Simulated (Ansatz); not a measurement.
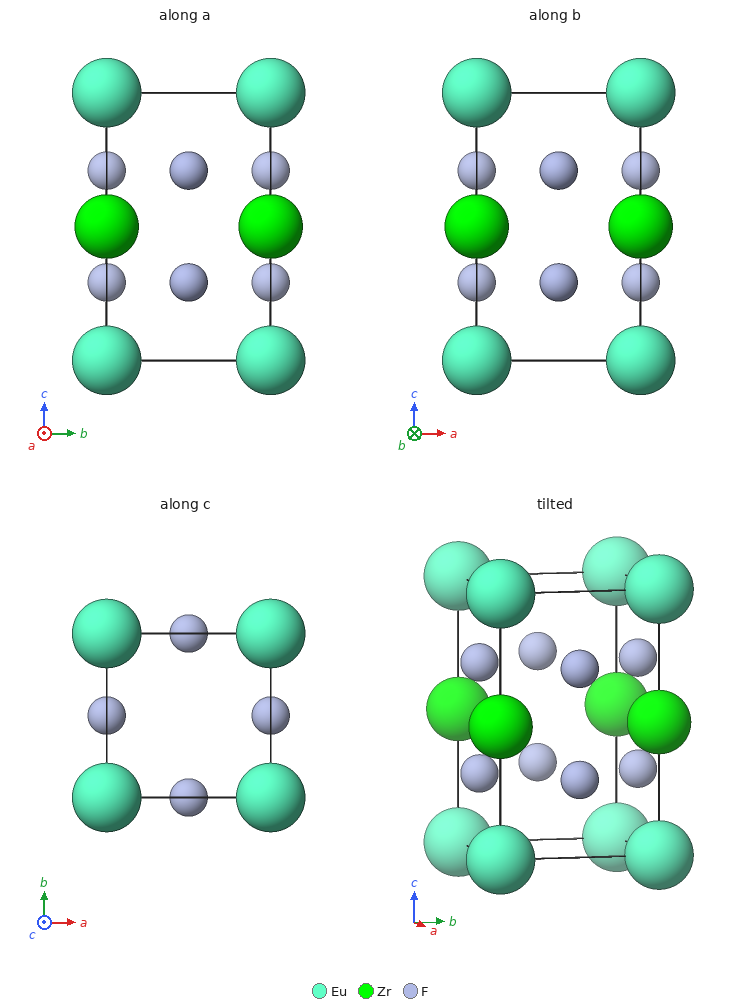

A spheres-only picture of a crystal structure, seen along the a axis, along the b axis, along the c axis and slightly off an axis. One conventional unit cell is framed, with atoms on its boundary repeated.

Lattice parameters: a = 3.783 Å, b = 3.783 Å, c = 6.175 Å, α = 90.00°, β = 90.00°, γ = 90.00°. Put a along x and b in the xy plane.

> Express the structure as a POSCAR file.

```
Eu Zr F
1.0
     3.783    0.000    0.000
     0.000    3.783    0.000
     0.000    0.000    6.175
Eu Zr F
1 1 4
Direct
  0.0000 0.0000 0.0000
  0.0000 0.0000 0.5000
  0.5000 0.0000 0.7088
  0.0000 0.5000 0.7088
  0.5000 0.0000 0.2912
  0.0000 0.5000 0.2912
```

Starting structure: a random cell made by a generator, so it need not be a real form of the compound. The geometry was optimised with DFT PBE, scalar-relativistic, plane waves, PAW (Ansatz 0.2.0).
